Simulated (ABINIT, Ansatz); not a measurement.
# GeTe3Pb (Pm-3m): phonons by linear response, part 3 of 3

How does GeTe3Pb (Pm-3m) vibrate, and is this structure a minimum?

ABINIT 10.8.3; DFT LDA, scalar-relativistic, plane waves, HGH norm-conserving pseudopotentials.

So far. Step 2 (Relaxing the cell and atoms): The volume changes by +0.9 % from the cell with which this run began. Step 4 (Linear response at Γ): The acoustic modes at Γ come out as far as 1.7 cm⁻¹ from zero, where they should vanish, a small numerical error. The lowest optical mode is imaginary, 90i cm⁻¹, an instability at this level and on this k mesh. The relaxed cell has a = 5.333 Å (conventional setting).

The structure was built from a prototype and need not be the compound's stable phase.

**5. Linear response on the mesh**

Linear response treats each wavevector in the unit cell, with no supercell; the 2×2×2 mesh fixes the range of the force constants to be had.

dfpt_q.abi reads:

```
ndtset 3

# wavevectors
qpt1 0.5 0.0 0.0
qpt2 0.5 0.5 0.0
qpt3 0.5 0.5 0.5

# displacements
getwfk_filepath "gso_WFK"
getwfq_filepath "gso_WFK"
kptopt 3
nqpt 1
rfphon 1
rfatpol 1 5
rfdir 1 1 1
tolvrs 1.0d-10
prtwf 0

# basis, mesh and filling
ecut 20.0
ixc 7
ngkpt 4 4 4
nshiftk 1
shiftk 0.0 0.0 0.0
istwfk *1
occopt 6
tsmear 0.01
nband 20
nstep 100
diemac 1000000.0
prtebands 0
prtgsr 0
useylm 1

# cell and atoms
acell 3*1.0 Angstrom
rprim 
    5.332976838 0.0 0.0
    0.0 5.332976838 0.0
    0.0 0.0 5.332976838
ntypat 3
znucl 82 32 52
natom 5
typat 1 2 3 3 3
xred 
    0.0 0.0 0.0
    0.5 0.5 0.5
    0.5 0.5 0.0
    0.5 0.0 0.5
    0.0 0.5 0.5
pp_dirpath "./pseudo"
pseudos "Pb.hgh, Ge.hgh, Te.hgh"
```

Command:

```
$ OMP_NUM_THREADS=1 mpirun -n 4 abinit dfpt_q.abi > dfpt_q.log
```

Numbers of over 12 decimals in the logs are rounded to 6 here.

dfpt_q.abo, the main output file:

```text
[banners, grids, parts of the stress and lines that vanish by symmetry left out]
- input  file    -> dfpt_q.abi
- output file    -> dfpt_q.abo
- root for input  files -> dfpt_qi
[...]
DATASET    1 : space group Pm -3 m (#221); Bravais cP (primitive cubic)
[...]
nfft =       91125          nkpt =          64
[...]
DATASET    2 : space group Pm -3 m (#221); Bravais cP (primitive cubic)
[...]
nfft =       91125          nkpt =          64
[...]
DATASET    3 : space group Pm -3 m (#221); Bravais cP (primitive cubic)
[...]
nfft =       91125          nkpt =          64
[...]
== DATASET  1 ==================================================================
[...]
cutoff_energies: {ecut:  20.0, pawecutdg:  -1.0, }
[...]
Exchange-correlation functional for the present dataset will be:
  LDA: Perdew-Wang 92 LSD fit to Ceperley-Alder data - ixc=7
[...]
Perturbation : displacement of atom   1   along direction   1
[...]
-ETOT  1   6030.4452265444      5.916E+03 1.796E+00 6.947E+07
 ETOT  2   5673.7344357246     -3.567E+02 7.937E+00 5.807E+07
 ETOT  3   96.807706083698     -5.577E+03 1.647E+00 1.101E+06
 ETOT  4  0.675456     -9.613E+01 5.167E-02 2.478E+04
 ETOT  5  -1.299664     -1.975E+00 3.090E-02 1.461E+02
[...]
At SCF step   15       vres2   =  8.95E-13 < tolvrs=  1.00E-10 =>converged.
[...]
Perturbation : displacement of atom   1   along direction   2
[...]
-ETOT  1   27.275464021362     -6.361E+01 1.426E+00 9.397E+04
[...]
At SCF step   12       vres2   =  5.76E-11 < tolvrs=  1.00E-10 =>converged.
[...]
Perturbation : displacement of atom   2   along direction   1
[...]
-ETOT  1   3388.0932808027      3.171E+03 2.610E+00 3.808E+07
[...]
At SCF step   15       vres2   =  4.46E-11 < tolvrs=  1.00E-10 =>converged.
[...]
Perturbation : displacement of atom   2   along direction   2
[...]
-ETOT  1   119.94691134439     -7.407E+01 8.773E-01 3.230E+05
[...]
At SCF step   12       vres2   =  4.89E-11 < tolvrs=  1.00E-10 =>converged.
[...]
Perturbation : displacement of atom   3   along direction   1
[...]
-ETOT  1   6004.3224420900      5.575E+03 6.078E+00 7.175E+07
[...]
Perturbation : displacement of atom   3   along direction   2
[...]
-ETOT  1   168.49998998347     -2.090E+02 1.743E+00 5.029E+05
[...]
Perturbation : displacement of atom   3   along direction   3
[...]
-ETOT  1   256.69627595867     -1.276E+02 2.388E+00 6.897E+05
[...]
Perturbation : displacement of atom   5   along direction   1
[...]
-ETOT  1   14620.822848607      1.418E+04 1.245E+01 1.706E+08
[...]
Perturbation : displacement of atom   5   along direction   2
[...]
-ETOT  1   165.98108262309     -2.115E+02 3.097E+00 4.906E+05
[...]
Phonon wavevector (reduced coordinates) :  0.50000  0.00000  0.00000
 Phonon energies in Hartree :
[...]
Phonon frequencies in cm-1    :
- -8.399994E+01 -8.381414E+01 -8.381414E+01 -6.892367E+01 -6.892367E+01
- -5.966025E+01 -4.070984E+01 -2.316360E+01 -2.316360E+01 -2.202015E+01
- -2.202015E+01  1.464785E+02  1.536694E+02  1.536694E+02  1.647407E+02
[...]
== DATASET  2 ==================================================================
[...]
cutoff_energies: {ecut:  20.0, pawecutdg:  -1.0, }
[...]
Exchange-correlation functional for the present dataset will be:
  LDA: Perdew-Wang 92 LSD fit to Ceperley-Alder data - ixc=7
[...]
Perturbation : displacement of atom   1   along direction   1
[...]
-ETOT  1   590.09342199805      4.873E+02 1.347E+00 3.640E+06
[...]
Perturbation : displacement of atom   1   along direction   3
[...]
-ETOT  1   17.848676667001     -7.223E+01 6.472E-01 5.509E+04
[...]
Perturbation : displacement of atom   2   along direction   1
[...]
-ETOT  1   1322.1163425090      1.116E+03 7.049E+00 7.314E+06
[...]
Perturbation : displacement of atom   2   along direction   3
[...]
-ETOT  1   110.27303890237     -8.293E+01 1.913E+00 2.695E+05
[...]
Perturbation : displacement of atom   3   along direction   1
[...]
-ETOT  1   1555.7054280840      1.151E+03 1.909E+00 9.693E+06
[...]
Perturbation : displacement of atom   3   along direction   3
[...]
-ETOT  1   233.86600501044     -1.486E+02 2.279E+00 5.702E+05
[...]
Perturbation : displacement of atom   4   along direction   1
[...]
-ETOT  1   1234.3372554366      8.300E+02 3.879E+00 7.761E+06
[...]
Perturbation : displacement of atom   4   along direction   2
[...]
-ETOT  1   2191.0824778523      1.780E+03 2.911E+01 1.348E+07
[...]
Perturbation : displacement of atom   4   along direction   3
[...]
-ETOT  1   140.51102780810     -2.352E+02 3.950E+00 3.774E+05
[...]
Phonon wavevector (reduced coordinates) :  0.50000  0.50000  0.00000
 Phonon energies in Hartree :
[...]
Phonon frequencies in cm-1    :
- -8.312436E+01 -8.295689E+01 -8.295689E+01 -6.226844E+01 -6.226844E+01
- -6.166668E+01 -3.817672E+01 -3.101237E+01 -3.101237E+01 -2.307998E+01
-  1.456893E+02  1.488488E+02  1.520672E+02  1.662858E+02  1.662858E+02
[...]
== DATASET  3 ==================================================================
[...]
cutoff_energies: {ecut:  20.0, pawecutdg:  -1.0, }
[...]
Exchange-correlation functional for the present dataset will be:
  LDA: Perdew-Wang 92 LSD fit to Ceperley-Alder data - ixc=7
[...]
Perturbation : displacement of atom   1   along direction   1
[...]
-ETOT  1   132.65408507678      3.408E+01 6.317E-01 6.336E+05
[...]
Perturbation : displacement of atom   2   along direction   1
[...]
-ETOT  1   734.45546489280      5.328E+02 3.450E+00 2.976E+06
[...]
Perturbation : displacement of atom   3   along direction   1
[...]
-ETOT  1   491.59463689967      9.681E+01 2.554E+00 2.211E+06
[...]
At SCF step   11       vres2   =  4.22E-11 < tolvrs=  1.00E-10 =>converged.
[...]
Perturbation : displacement of atom   3   along direction   3
[...]
-ETOT  1   1101.5383163201      6.999E+02 2.205E+00 4.735E+06
[...]
ETOT 10   10.839436088691     -1.023E-11 2.041E-04 8.542E-10
 ETOT 11   10.839436088688     -2.956E-12 5.438E-05 5.034E-11
 At SCF step   11       vres2   =  5.03E-11 < tolvrs=  1.00E-10 =>converged.
[...]
Phonon wavevector (reduced coordinates) :  0.50000  0.50000  0.50000
 Phonon energies in Hartree :
[...]
Phonon frequencies in cm-1    :
- -1.008390E+02 -1.008390E+02 -1.008390E+02 -8.473014E+01 -8.473014E+01
- -8.473014E+01 -1.573605E+01 -1.573605E+01 -1.573605E+01  1.464847E+02
-  1.464847E+02  1.529374E+02  1.710532E+02  1.710532E+02  1.710532E+02
[...]
strten2     0.0000000000E+00  0.0000000000E+00  0.0000000000E+00
           strten3     0.0000000000E+00  0.0000000000E+00  0.0000000000E+00
================================================================================
```

Run time: 29 min. Hardware: 4 MPI ranks of Arm Neoverse N1, shared host.

Numbers from this step:

```
lowest mode on the q mesh (acoustic ones at the zone centre apart) : -100.8 cm⁻¹
```

Frequencies (cm⁻¹) before the sum rule at the irreducible wavevectors but Γ, which is solved apart; negative means imaginary. Frequencies by wavevector:

| q (fractions) | star | mode 1 | mode 2 | mode 3 | mode 4 | mode 13 | mode 14 | mode 15 |
| --- | --- | --- | --- | --- | --- | --- | --- | --- |
| 0.5 0 0 | 3 | -84 | -83.81 | -83.81 | -68.92 | 153.7 | 153.7 | 164.7 |
| 0.5 0.5 0 | 3 | -83.12 | -82.96 | -82.96 | -62.27 | 152.1 | 166.3 | 166.3 |
| 0.5 0.5 0.5 | 1 | -100.8 | -100.8 | -100.8 | -84.73 | 171.1 | 171.1 | 171.1 |

**6. Interpolated phonon bands**

anaddb transforms the dynamical matrices to force constants and back along the path; points of the mesh come back as solved, but for the sum rule and, in polar crystals, the LO-TO term at Γ; the rest is interpolation.

anaddb.abi reads:

```
ddb_filepath "all_DDB"
output_file "anaddb.abo"
outdata_prefix "anaddb"
ifcflag 1
ngqpt 2 2 2
nqshft 1
q1shft 0.0 0.0 0.0
asr 1
chneut 0
dipdip 0
dipquad 0
quadquad 0
enunit 0
eivec 0
nph1l 62
qph1l 
    0.0 0.0 0.0 1.0
    0.0 0.05 0.0 1.0
    0.0 0.1 0.0 1.0
    0.0 0.15 0.0 1.0
    0.0 0.2 0.0 1.0
    0.0 0.25 0.0 1.0
    0.0 0.3 0.0 1.0
    0.0 0.35 0.0 1.0
    0.0 0.4 0.0 1.0
    0.0 0.45 0.0 1.0
    0.0 0.5 0.0 1.0
    0.05 0.5 0.0 1.0
    0.1 0.5 0.0 1.0
    0.15 0.5 0.0 1.0
    0.2 0.5 0.0 1.0
    0.25 0.5 0.0 1.0
    0.3 0.5 0.0 1.0
    0.35 0.5 0.0 1.0
    0.4 0.5 0.0 1.0
    0.45 0.5 0.0 1.0
    0.5 0.5 0.0 1.0
    0.45 0.45 0.0 1.0
    0.4 0.4 0.0 1.0
    0.35 0.35 0.0 1.0
    0.3 0.3 0.0 1.0
    0.25 0.25 0.0 1.0
    0.2 0.2 0.0 1.0
    0.15 0.15 0.0 1.0
    0.1 0.1 0.0 1.0
    0.05 0.05 0.0 1.0
    0.0 0.0 0.0 1.0
    0.05 0.05 0.05 1.0
    0.1 0.1 0.1 1.0
    0.15 0.15 0.15 1.0
    0.2 0.2 0.2 1.0
    0.25 0.25 0.25 1.0
    0.3 0.3 0.3 1.0
    0.35 0.35 0.35 1.0
    0.4 0.4 0.4 1.0
    0.45 0.45 0.45 1.0
    0.5 0.5 0.5 1.0
    0.45 0.5 0.45 1.0
    0.4 0.5 0.4 1.0
    0.35 0.5 0.35 1.0
    0.3 0.5 0.3 1.0
    0.25 0.5 0.25 1.0
    0.2 0.5 0.2 1.0
    0.15 0.5 0.15 1.0
    0.1 0.5 0.1 1.0
    0.05 0.5 0.05 1.0
    0.0 0.5 0.0 1.0
    0.5 0.5 0.5 1.0
    0.5 0.5 0.45 1.0
    0.5 0.5 0.4 1.0
    0.5 0.5 0.35 1.0
    0.5 0.5 0.3 1.0
    0.5 0.5 0.25 1.0
    0.5 0.5 0.2 1.0
    0.5 0.5 0.15 1.0
    0.5 0.5 0.1 1.0
    0.5 0.5 0.05 1.0
    0.5 0.5 0.0 1.0
```

mrgddb.in reads:

```
all_DDB
merged
4
dfpt_gammao_DDB
dfpt_qo_DS1_DDB
dfpt_qo_DS2_DDB
dfpt_qo_DS3_DDB
```

Command:

```
$ mrgddb < mrgddb.in > mrgddb.log
$ OMP_NUM_THREADS=1 anaddb anaddb.abi > anaddb.log
```

anaddb.abo, the main output file:

```text
[banners, grids, parts of the stress and lines that vanish by symmetry left out]
-outvars_anaddb: echo values of input variables ----------------------

 Flags :
[...]
Phonon wavevector (reduced coordinates) :  0.00000  0.00000  0.00000
 Phonon energies in Hartree :
[...]
Phonon frequencies in cm-1    :
- -8.997675E+01 -8.997675E+01 -8.997675E+01 -7.243859E+01 -7.243859E+01
- -7.243859E+01 -5.277118E+01 -5.277118E+01 -5.277118E+01  0.000000E+00
-  0.000000E+00  0.000000E+00  1.659020E+02  1.659020E+02  1.659020E+02
[...]
Phonon wavevector (reduced coordinates) :  0.00000  0.05000  0.00000
 Phonon energies in Hartree :
[...]
Phonon frequencies in cm-1    :
- -8.980469E+01 -8.980469E+01 -8.913608E+01 -7.274258E+01 -7.231476E+01
- -7.231476E+01 -5.256827E+01 -5.256827E+01 -4.990933E+01  3.007560E+00
-  3.007560E+00  1.282965E+01  1.656211E+02  1.656211E+02  1.660388E+02
[...]
Phonon wavevector (reduced coordinates) :  0.00000  0.10000  0.00000
 Phonon energies in Hartree :
[...]
Phonon frequencies in cm-1    :
- -8.930895E+01 -8.930895E+01 -8.691428E+01 -7.361771E+01 -7.197144E+01
- -7.197144E+01 -5.192082E+01 -5.192082E+01 -4.274207E+01  5.809785E+00
-  5.809785E+00  2.967661E+01  1.648012E+02  1.648012E+02  1.664237E+02
[...]
Phonon wavevector (reduced coordinates) :  0.00000  0.15000  0.00000
 Phonon energies in Hartree :
[...]
Phonon frequencies in cm-1    :
- -8.854883E+01 -8.854883E+01 -8.386555E+01 -7.496041E+01 -7.148278E+01
- -7.148278E+01 -5.072683E+01 -5.072683E+01 -3.648361E+01  8.189786E+00
-  8.189786E+00  5.134836E+01  1.635104E+02  1.635104E+02  1.669807E+02
[...]
Phonon wavevector (reduced coordinates) :  0.00000  0.20000  0.00000
 Phonon energies in Hartree :
[...]
Phonon frequencies in cm-1    :
- -8.761566E+01 -8.761566E+01 -8.033712E+01 -7.661881E+01 -7.093950E+01
- -7.093950E+01 -4.886150E+01 -4.886150E+01 -3.354293E+01  9.900509E+00
[...]
Phonon wavevector (reduced coordinates) :  0.00000  0.25000  0.00000
 Phonon energies in Hartree :
[...]
Phonon frequencies in cm-1    :
[...]
Phonon wavevector (reduced coordinates) :  0.00000  0.30000  0.00000
 Phonon energies in Hartree :
[...]
Phonon frequencies in cm-1    :
[...]
Phonon wavevector (reduced coordinates) :  0.00000  0.35000  0.00000
 Phonon energies in Hartree :
[...]
Phonon frequencies in cm-1    :
[...]
Phonon wavevector (reduced coordinates) :  0.00000  0.40000  0.00000
 Phonon energies in Hartree :
[...]
Phonon frequencies in cm-1    :
[...]
Phonon wavevector (reduced coordinates) :  0.00000  0.45000  0.00000
 Phonon energies in Hartree :
[...]
Phonon frequencies in cm-1    :
[...]
Phonon wavevector (reduced coordinates) :  0.00000  0.50000  0.00000
 Phonon energies in Hartree :
[...]
Phonon frequencies in cm-1    :
[...]
Phonon wavevector (reduced coordinates) :  0.05000  0.50000  0.00000
 Phonon energies in Hartree :
[...]
Phonon frequencies in cm-1    :
[...]
Phonon wavevector (reduced coordinates) :  0.10000  0.50000  0.00000
 Phonon energies in Hartree :
[...]
Phonon frequencies in cm-1    :
[...]
Phonon wavevector (reduced coordinates) :  0.15000  0.50000  0.00000
 Phonon energies in Hartree :
[...]
Phonon frequencies in cm-1    :
[...]
Phonon wavevector (reduced coordinates) :  0.25000  0.25000  0.25000
 Phonon energies in Hartree :
[...]
Phonon frequencies in cm-1    :
[...]
-  9.836629E+01  1.012603E+02  1.621329E+02  1.621329E+02  1.642530E+02
  Phonon wavevector (reduced coordinates) :  0.30000  0.30000  0.30000
 Phonon energies in Hartree :
[...]
Phonon frequencies in cm-1    :
- -8.749358E+01 -8.749358E+01 -7.926343E+01 -7.649938E+01 -7.649938E+01
- -7.383639E+01 -4.224965E+01  5.816554E+00  5.816554E+00  1.161296E+02
-  1.161296E+02  1.194874E+02  1.632530E+02  1.632530E+02  1.654640E+02
  Phonon wavevector (reduced coordinates) :  0.35000  0.35000  0.35000
 Phonon energies in Hartree :
[...]
Phonon frequencies in cm-1    :
- -9.195692E+01 -9.195692E+01 -8.395932E+01 -8.112143E+01 -7.893190E+01
- -7.893190E+01 -3.297658E+01 -2.533253E+00 -2.533253E+00  1.300000E+02
[...]
Phonon wavevector (reduced coordinates) :  0.40000  0.40000  0.40000
 Phonon energies in Hartree :
[...]
Phonon frequencies in cm-1    :
[...]
Phonon wavevector (reduced coordinates) :  0.45000  0.45000  0.45000
 Phonon energies in Hartree :
[...]
Phonon frequencies in cm-1    :
[...]
Phonon wavevector (reduced coordinates) :  0.50000  0.50000  0.50000
 Phonon energies in Hartree :
[...]
Phonon frequencies in cm-1    :
[...]
Phonon wavevector (reduced coordinates) :  0.50000  0.50000  0.05000
 Phonon energies in Hartree :
[...]
Phonon frequencies in cm-1    :
[...]
Phonon wavevector (reduced coordinates) :  0.50000  0.50000  0.00000
 Phonon energies in Hartree :
[...]
Phonon frequencies in cm-1    :
[...]
- -6.162497E+01 -3.817620E+01 -3.099508E+01 -3.099508E+01 -2.312256E+01
-  1.457135E+02  1.488606E+02  1.520904E+02  1.662701E+02  1.662701E+02
-
```

It took 0.6 s on 1 thread.

Numbers from this step:

| Property | Result |
| --- | --- |
| lowest frequency on the path | -100.8 cm⁻¹ |

Anaddb. Phonon branches along the path, in cm⁻¹:

| point | branch 1 | branch 2 | branch 3 | branch 4 | branch 12 | branch 13 | branch 14 | branch 15 |
| --- | --- | --- | --- | --- | --- | --- | --- | --- |
| Γ | -90 | -90 | -90 | -72 | 0 | 166 | 166 | 166 |
| X | -84 | -84 | -84 | -69 | 146 | 154 | 154 | 165 |
| M | -83 | -83 | -83 | -62 | 149 | 152 | 166 | 166 |
| Γ | -90 | -90 | -90 | -72 | 0 | 166 | 166 | 166 |
| R | -101 | -101 | -101 | -85 | 153 | 171 | 171 | 171 |
| X | -84 | -84 | -84 | -69 | 146 | 154 | 154 | 165 |
| jump to R | -101 | -101 | -101 | -85 | 153 | 171 | 171 | 171 |
| M | -83 | -83 | -83 | -62 | 149 | 152 | 166 | 166 |

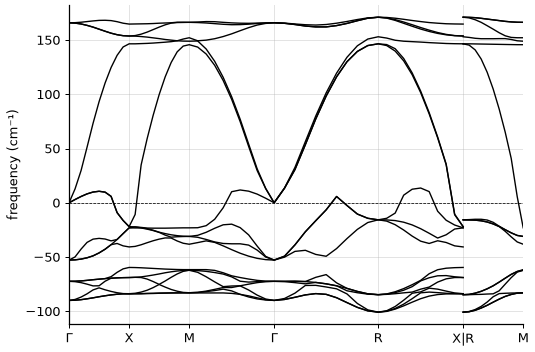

Phonon branches along the path.

The path dips to 101i cm⁻¹.

**7. Density of states**

Sums over the zone need many more wavevectors than were solved, so the interpolation is sampled on a dense mesh.

anaddb.abi reads:

```
ddb_filepath "all_DDB"
output_file "anaddb.abo"
outdata_prefix "anaddb"
ifcflag 1
ngqpt 2 2 2
nqshft 1
q1shft 0.0 0.0 0.0
asr 1
chneut 0
dipdip 0
dipquad 0
quadquad 0
prtdos 2
ng2qpt 8 8 8
dosdeltae 4.5563e-06
ntemper 11
temperinc 100.0
tempermin 0.0
```

Command:

```
$ OMP_NUM_THREADS=1 anaddb anaddb.abi > anaddb.log
```

anaddb.abo, the main output file:

```text
-outvars_anaddb: echo values of input variables ----------------------

 Flags :
     ifcflag         1
 Miscellaneous information :
         asr         1
      chneut         0
 Interatomic Force Constants Inputs :
      dipdip         0
     dipquad         0
    quadquad         0
      ifcana         0
      ifcout         0
 Description of grid 1 :
        brav         1
       ngqpt         2         2         2
      nqshft         1
      q1shft
                     0.00000000E+00  0.00000000E+00  0.00000000E+00
 Phonon DOS information :
   dosdeltae  4.55630000E-06
    dossmear  4.55633525E-06
 Description of grid 2 (Fourier interp. or BZ sampling):
      ng2qpt         8         8         8
      ngrids         4
      q2shft         0.00000000E+00  0.00000000E+00  0.00000000E+00

================================================================================

 read the DDB information and perform some checks

  ==== Info on the Cryst% object ====
 Real(R)+Recip(G) space primitive vectors, cartesian coordinates (Bohr,Bohr^-1):
 R(1)= 10.0778657  0.0000000  0.0000000  G(1)=  0.0992274  0.0000000  0.0000000
 R(2)=  0.0000000 10.0778657  0.0000000  G(2)=  0.0000000  0.0992274  0.0000000
 R(3)=  0.0000000  0.0000000 10.0778657  G(3)=  0.0000000  0.0000000  0.0992274
 Unit cell volume ucvol=  1.0235421E+03 bohr^3
 Angles (23,13,12)=  9.00000000E+01  9.00000000E+01  9.00000000E+01 degrees
 Time-reversal symmetry is present
 Reduced atomic positions [iatom, xred, symbol]:
    1)    0.0000000  0.0000000  0.0000000  Pb
    2)    0.5000000  0.5000000  0.5000000  Ge
    3)    0.5000000  0.5000000  0.0000000  Te
    4)    0.5000000  0.0000000  0.5000000  Te
    5)    0.0000000  0.5000000  0.5000000  Te

 DDB file with 4 blocks has been read.

================================================================================

 Calculation of the interatomic forces

       Homogeneous q point set in the B.Z.
 Grid q points  :        8
  1)   0.00000000E+00  0.00000000E+00  0.00000000E+00
  2)   5.00000000E-01  0.00000000E+00  0.00000000E+00
  3)   0.00000000E+00  5.00000000E-01  0.00000000E+00
  4)   5.00000000E-01  5.00000000E-01  0.00000000E+00
  5)   0.00000000E+00  0.00000000E+00  5.00000000E-01
  6)   5.00000000E-01  0.00000000E+00  5.00000000E-01
  7)   0.00000000E+00  5.00000000E-01  5.00000000E-01
  8)   5.00000000E-01  5.00000000E-01  5.00000000E-01

 The interatomic forces have been obtained

================================================================================

 Calculation of phonon density of states

 Average speed of sound partial sums:     0.1272966444E-02 (at units)
-                                   =           2.7849 [km/s]

 Debye frequency from partial sums:     0.4923402899E-03 (Ha)
-                                 =     0.3239443489E+01 (THz)
-Debye temperature from partial sums:     0.1554687672E+03 (K)

 Average speed of sound:     0.2415242864E-04 (at units)
-                      =           0.0528 [km/s]

 Debye frequency from DOS:     0.9341341066E-05 (Ha)
-                        =     0.6146307161E-01 (THz)
-Debye temperature from DOS:     0.2949762207E+01 (K)

-
```

The job ended after 0.78 s (1 thread).

Numbers from this step:

```yaml
share_of_modes_beyond_3i_cm_minus1_on_the_dense_interpolated_mesh: 0.5971
```

The phonon density of states has structure finer than the step of the table below, so its rows give means over 20 cm⁻¹, whole bins alone (the curve runs from -131 to 201 cm⁻¹). Peaks (cm⁻¹: height): -82.8: 0.665, -74.8: 0.216, -36.8: 0.110, 167.2: 0.468.

Tetrahedra. Phonon density of states against wavenumber; means over each step:

| wavenumber (cm⁻¹) | phonon density of states (1/cm⁻¹/cell) |
| --- | --- |
| -120 | 0 |
| -100 | 0.01000 |
| -80 | 0.222 |
| -60 | 0.0722 |
| -40 | 0.0623 |
| -20 | 0.0732 |
| 0 | 0.0229 |
| 20 | 0.0145 |
| 40 | 0.0170 |
| 60 | 0.0130 |
| 80 | 0.0128 |
| 100 | 0.0201 |
| 120 | 0.0191 |
| 140 | 0.0424 |
| 160 | 0.146 |
| 180 | 0.00255 |

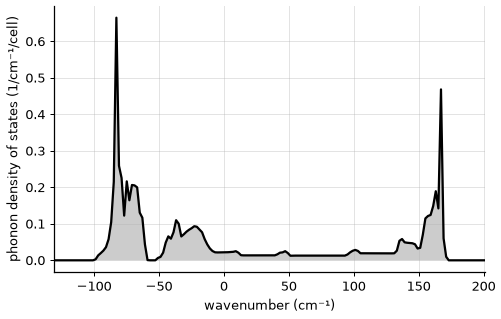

Phonon density of states, plotted against wavenumber.

**8. What came out**

```json
{"space group after relaxation": "Pm-3m", "volume per atom": "30.3 Å³", "highest optical zone-centre mode (no LO-TO term)": "165.9 cm⁻¹", "lowest optical zone-centre mode": "-90.0 cm⁻¹", "q mesh": "2×2×2", "lowest mode on the q mesh (acoustic ones at the zone centre apart)": "-100.8 cm⁻¹", "imaginary modes on the q mesh": "yes"}
```

In words: GeTe3Pb (Pm-3m) is unstable: a mode solved on the 2×2×2 mesh is imaginary, 101i cm⁻¹; its spectrum reaches 171 cm⁻¹. At the LDA level the optical modes of GeTe3Pb (Pm-3m) at the zone centre run from 90i to 166 cm⁻¹, so the structure is a saddle point, with 9 modes beyond 10i cm⁻¹ there. The most unstable solved mode lies at q = (0.5, 0.5, 0.5), on the zone boundary, so the distortion that it points to doubles the cell. These are harmonic frequencies at zero temperature: anharmonic shifts and linewidths and thermal expansion are left out. Spin-orbit coupling is left out, which can matter for the heavy elements here. The HGH files keep few electrons and have no core correction, which is cheap but rough for Ge and Pb. In a metal the frequencies hang on the k mesh and the smearing, most of all near Kohn anomalies. The structure is a hypothetical one, built on a prototype.

[Host names and launcher messages were left out of these logs when they were recorded.]

[Logs are printed without paths, hosts, clocks, repeated set-up lines and the standing remarks that a program may print on its own settings, such as how far it seeks lower states.]

[Hosts, paths, dates, database ids (printed as entryN), source tags and the programs' standing remarks are cut or masked in the printed files.]
